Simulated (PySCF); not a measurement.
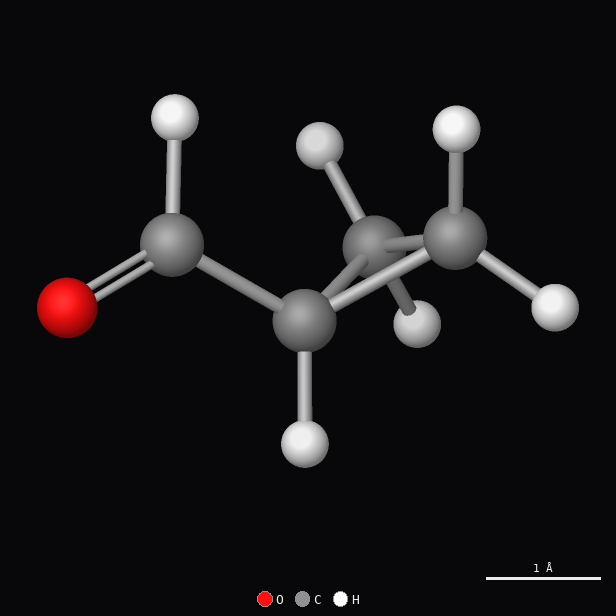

Ball-and-stick drawing of a structure.

Description:

Formula C₄H₆O. SMILES: `O=CC1CC1`. Independent rings (smallest set): 1 of 3 members. Among its groups: aldehyde. The point group is Cs. Coordination, clear cases only: 1 C trigonal planar.

The parts below concern this one geometry. Atoms keep their numbers from picture to picture. The computed structure is the end point of a PBE0-D3(BJ)/def2-TZVP optimisation. No frequency run is at hand to confirm it as a minimum.

**Shape**

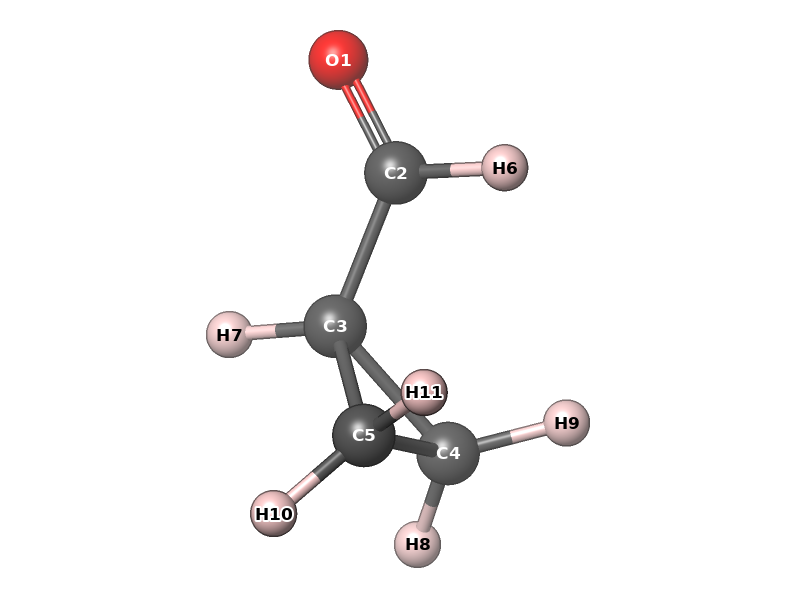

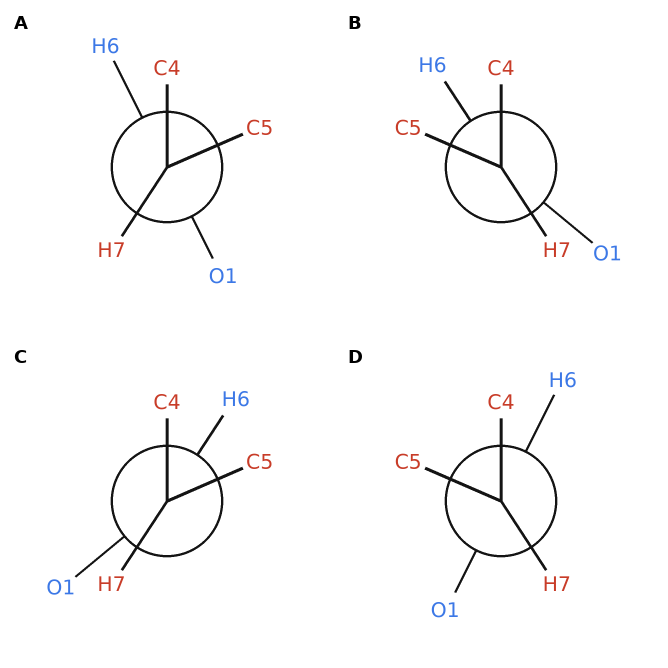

Atoms fade into the background with distance from the viewer. Bonds that would overlap in a projection are set slightly apart. No frequency run is at hand to confirm it as a minimum.

Which Newman projection shows the view along C3–C2, with C3 in front?

Answer. B. The torsion angle C4–C3–C2–O1 is 147°, anticlinal.

**Levels of theory compared**

No frequency run is at hand to confirm it as a minimum. Program: PySCF 2.14.0.

At this fixed geometry, give HOMO–LUMO gap (eV), HOMO energy (eV), dipole (D) at these levels: B3LYP/pcJ-2; B97-2/pcJ-2; B97-2/pcSseg-2; KT3/pcSseg-2; PBE0/pcJ-2; PBE0/pcSseg-2; WP04/pcSseg-2 in chloroform (IEF-PCM); ωB97X-D/pcSseg-2; ωB97X-D/pcSseg-2 in chloroform (IEF-PCM).

| level | HOMO–LUMO gap (eV) | HOMO energy (eV) | dipole (D) |
| --- | --- | --- | --- |
| B3LYP/pcJ-2 | 6.28 | −7.17 | 3.48 |
| B97-2/pcJ-2 | 6.44 | −7.11 | 3.47 |
| B97-2/pcSseg-2 | 6.44 | −7.11 | 3.47 |
| KT3/pcSseg-2 | 4.30 | −5.97 | 3.34 |
| PBE0/pcJ-2 | 6.79 | −7.39 | 3.47 |
| PBE0/pcSseg-2 | 6.79 | −7.39 | 3.47 |
| WP04/pcSseg-2 in chloroform (IEF-PCM) | 5.76 | −8.61 | 4.36 |
| ωB97X-D/pcSseg-2 | 10.56 | −9.31 | 3.49 |
| ωB97X-D/pcSseg-2 in chloroform (IEF-PCM) | 10.67 | −9.40 | 4.25 |

**NMR shielding**

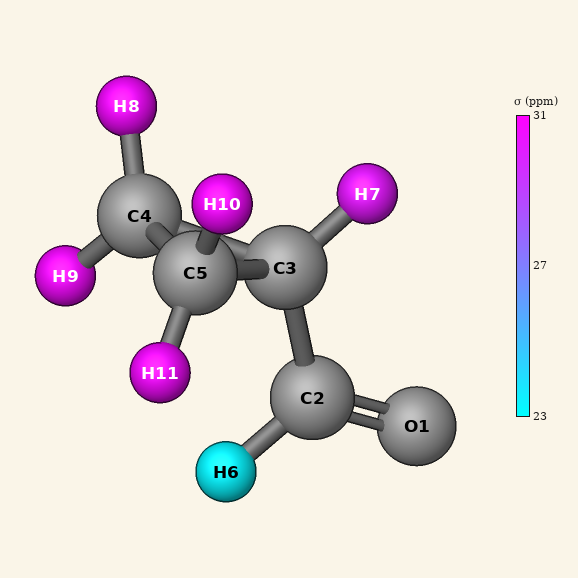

Atoms are coloured by their isotropic NMR shieldings (H only, the others grey). No frequency run is at hand to confirm it as a minimum. Method: GIAO WP04/pcSseg-2 NMR shielding, non-relativistic, IEF-PCM chloroform (PySCF 2.14.0).

Which H atom is the most shielded (lowest chemical shift)?

Answer. H8, H10 (30.66 ppm).

Which H atom is the least shielded (highest chemical shift)?

Answer. H6 (23.32 ppm).

How wide is the range of H shifts?

Answer. 7.34 ppm.

List the isotropic NMR shieldings of the H atoms.

| atom | σ (ppm) |
| --- | --- |
| H6 | 23.32 |
| H7 | 30.17 |
| H8 | 30.66 |
| H9 | 30.65 |
| H10 | 30.66 |
| H11 | 30.65 |

**Quadrupole coupling**

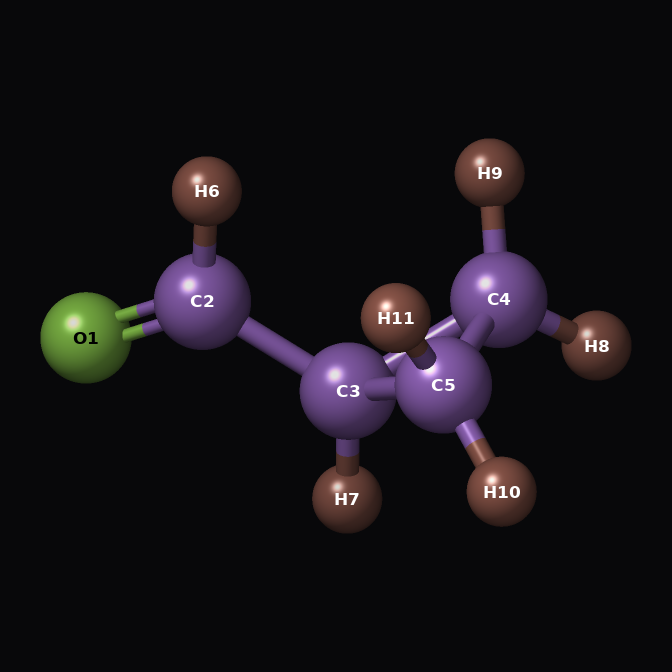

No frequency run is at hand to confirm it as a minimum. Electric field gradients from the ground-state density, B97-2/pcJ-2 (PySCF 2.14.0), non-relativistic apart from any core potentials.

Give the largest field-gradient component, the quadrupole coupling constant and the asymmetry for 17O at O1 (Q = −25.6 mb).

| atom | V_zz (a.u.) | e²qQ/h (MHz) | η |
| --- | --- | --- | --- |
| O1 | −1.887 | 11.35 | 0.50 |
